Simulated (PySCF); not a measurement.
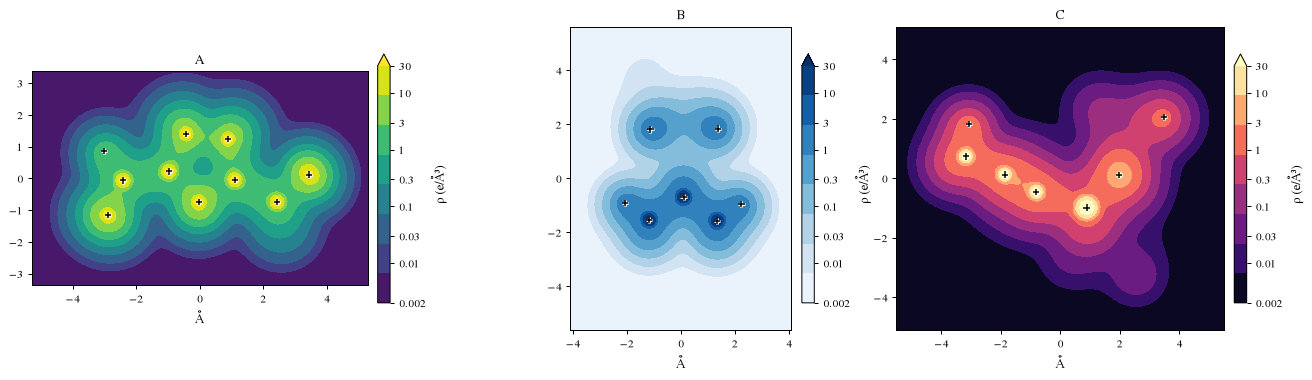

The total electron density of 3 systems, each on a plane through atoms (crosses mark nuclei in the plane).

The calculation used PySCF, PBE0/pcSseg-1, SCF density, gas phase, non-relativistic.

System 1: C₆H₁₄NPSi, the plane of atoms C2, C1 and H10. Geometry: GFN2-xTB.

```
atom    x (Å)    y (Å)    z (Å)
   C   3.6289   1.4006  -1.1117
   C   2.3060   1.0476  -0.6542
   C   1.1728   0.8129  -0.3124
   P  -0.3500   0.2053   0.3654
   C  -1.0629   1.6540   1.2110
   C  -1.3503  -0.0482  -1.1701
   C  -2.7228  -0.5895  -0.8043
   N  -0.2690  -0.9759   1.3846
  Si   0.3172  -2.5675   1.1171
   H   4.3522   0.6786  -0.7334
   H   3.8954   2.3935  -0.7498
   H   3.6606   1.3979  -2.2011
   H  -2.0426   1.3830   1.5999
   H  -1.1416   2.5004   0.5309
   H  -0.4120   1.9080   2.0458
   H  -1.4174   0.8890  -1.7267
   H  -0.8034  -0.7716  -1.7821
   H  -3.2655  -0.9123  -1.6912
   H  -3.3149   0.1694  -0.2961
   H  -2.6098  -1.4399  -0.1330
   H   1.7401  -2.5942   0.7486
   H  -0.3996  -3.2890   0.0496
   H   0.0838  -3.2249   2.4006
```

System 2: C₆H₁₃P (SMILES CC(C)P1C[C@H]1C), the plane of atoms C1, C2 and C3. Geometry: GFN2-xTB.

```xyz
20

C    -1.7888   -0.3747    1.3509
C    -1.2666   -0.0082   -0.0346
C    -2.2776    0.8445   -0.7949
P     0.3502    0.9502    0.1377
C     1.2617    0.2570   -1.3098
C     1.5441   -0.4594   -0.0161
C     2.9179   -0.3284    0.5927
H    -1.9807    0.5254    1.9321
H    -1.0614   -0.9801    1.8895
H    -2.7174   -0.9380    1.2726
H    -1.0724   -0.9263   -0.6029
H    -3.2064    0.2952   -0.9425
H    -1.8838    1.1283   -1.7698
H    -2.5009    1.7536   -0.2391
H     0.6974   -0.2592   -2.0759
H     2.0587    0.8727   -1.7064
H     1.1190   -1.4546    0.0815
H     2.9110   -0.6341    1.6373
H     3.2607    0.7031    0.5384
H     3.6303   -0.9564    0.0564
```

System 3: C₄HF₃N₂O₂ (SMILES O=Cc1nnc(C(F)(F)F)o1), the plane of atoms N5, C6 and O11. Geometry: GFN2-xTB.

```xyz
12

O     2.9776    1.4513   -0.1965
C     2.6718    0.2982   -0.1306
C     1.2841   -0.1952   -0.0481
N     0.9219   -1.4452    0.0243
N    -0.4034   -1.4756    0.0828
C    -0.8054   -0.2420    0.0433
C    -2.2216    0.2535    0.0817
F    -3.0890   -0.7469    0.1636
F    -2.5145    0.9593   -1.0152
F    -2.4226    1.0560    1.1317
O     0.2099    0.6212   -0.0397
H     3.3925   -0.5353   -0.1233
```

### Match each panel to its system.

Panel A is system 3, C₄HF₃N₂O₂: the plane holds O, C, N, F and H. C–O (1.19 Å): ρ at the midpoint is about 3.4 e/Å³. Panel B is system 2, C₆H₁₃P: the plane holds C and H. C–C (1.53 Å): ρ at the midpoint is about 1.6 e/Å³. Panel C is system 1, C₆H₁₄NPSi: the plane holds C, P, N and H. C–C (1.21 Å): ρ at the midpoint is about 2.7 e/Å³.
